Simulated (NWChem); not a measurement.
**HCl (hydrogen chloride): PBE/def2-TZVP**

What is the vertical ionisation energy of HCl (hydrogen chloride) at PBE/def2-TZVP? 

Program for the calculation: NWChem 7.3.0.

2 further runs of the same task are left out: 2 set aside as unsound or not needed.

### 1 The system as given

HCl: 2 atoms, total charge 0, spin state singlet. As SMILES, `Cl`. The coordinates come from a PBE0-D4/def2-TZVP relaxation.

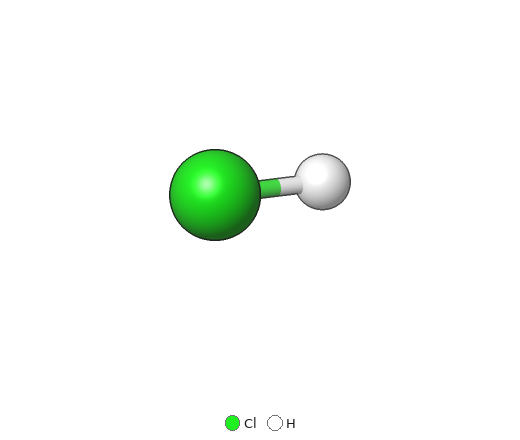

Viewed from a chosen angle; chlorine green, hydrogen white.

### 2 A single-point energy at PBE/def2-TZVP

test.xyz

```xyz
2
ClH energy
Cl     0.546000    -0.178500     0.280800
H     -0.546000     0.178500    -0.280800
```

test.nw

```
START test
TITLE "ClH energy"
memory 2200 mb

GEOMETRY units angstrom noautosym nocenter noautoz
  load test.xyz
END

BASIS spherical bse
  * library def2-TZVP
END

DFT
  xc xpbe96 cpbe96
  mult 1
  grid fine
  convergence energy 1e-08
  iterations 100
  mulliken
  print low
END

TASK dft energy
```

Command:

```bash
$ nwchem test.nw > test.out
```

Standard output, cut to the lines that bear on the results:

```text
[...]
 d= 0,ls=0.0,diis     1   -460.6033606024 -4.68D+02  9.20D-03  6.85D-01     0.4
[...]
 d= 0,ls=0.0,diis     8   -460.6262650325  1.05D-09  2.44D-06  2.91D-08     2.3
         Total DFT energy =     -460.626265032549
      One electron energy =     -650.006431309601
           Coulomb energy =      210.754591143596
    Exchange-Corr. energy =      -28.409202325866
 Nuclear repulsion energy =        7.034777459321
[...]
      Total Density - Mulliken Population Analysis
     ---------------------------------------------
    Atom       Charge   Shell Charges
 -----------   ------   -------------------------------------------------------
    1 Cl  17    17.24   2.01  0.43  1.53  1.14  0.82  4.19  1.66  1.15  2.75  1.51  0.01  0.02  0.00
    2 H    1     0.76   0.24  0.43  0.06  0.03
[...]
```

Wall time 2.9 s (1 thread of Intel Xeon Platinum 8488C (Sapphire Rapids), shared host); peak memory 0.11 GiB.

### 3 The doublet cation, same level

mymol.nw

```
start mymol
title "ClH"
memory 2200 mb
charge 1

geometry units atomic noautosym nocenter noautoz
Cl  1.03179046 -0.33731611  0.53063510
H  -1.03179046  0.33731611 -0.53063510
end

basis spherical bse
* library def2-TZVP
end

dft
xc xpbe96 cpbe96
mult 2
grid fine
convergence energy 1e-08
iterations 100
mulliken
noprint "final vectors analysis"
end

task dft energy
```

Command:

```bash
$ nwchem mymol.nw > mymol.out
```

Standard output, cut to the lines that bear on the results:

```text
[...]
          Wavefunction type:  spin polarized.
          No. of atoms     :     2
          No. of electrons :    17
[...]
          Charge           :     1
          Spin multiplicity:     2
[...]
          AO basis - number of functions:    43
[...]
              XC Information
              --------------
          PerdewBurkeErnzerhof Exchange Functional  1.000
            Perdew 1991 LDA Correlation Functional  1.000 local
           PerdewBurkeErnz. Correlation Functional  1.000 non-local
[...]
 d= 0,ls=0.0,diis     1   -459.9654929810 -4.67D+02  1.60D-02  1.92D+00     0.5
[...]
 d= 0,ls=0.5,diis    12   -460.1601411378 -3.49D-09  6.66D-07  1.19D-09     4.6
[...]
         Total DFT energy =     -460.160141138721
      One electron energy =     -642.395675624887
           Coulomb energy =      203.281960147723
    Exchange-Corr. energy =      -28.081202629067
 Nuclear repulsion energy =        7.034776967509
[...]
      Total Density - Mulliken Population Analysis
     ---------------------------------------------
    Atom       Charge   Shell Charges
 -----------   ------   -------------------------------------------------------
    1 Cl  17    16.36   2.01  0.43  1.52  1.25  0.73  4.18  1.67  1.09  2.60  0.82  0.01  0.02  0.00
    2 H    1     0.64   0.22  0.37  0.01  0.03
[...]
      <S2> =      0.7535 (Exact =     0.7500)
[...]
```

Wall time 5.7 s (1 thread of Intel Xeon Platinum 8488C (Sapphire Rapids), shared host); peak memory 0.11 GiB.

### 4 Summary of results

At PBE/def2-TZVP:

| quantity | value |
| --- | --- |
| singlet HCl: total energy | -460.62627 Eh |
| doublet cation: total energy | -460.16014 Eh |
| doublet cation: ⟨S²⟩ | 0.753 |
| vertical ionisation energy (to the doublet cation) | 12.684 eV |

**Reading.** The vertical ionisation energy comes to 12.68 eV (292 kcal/mol).
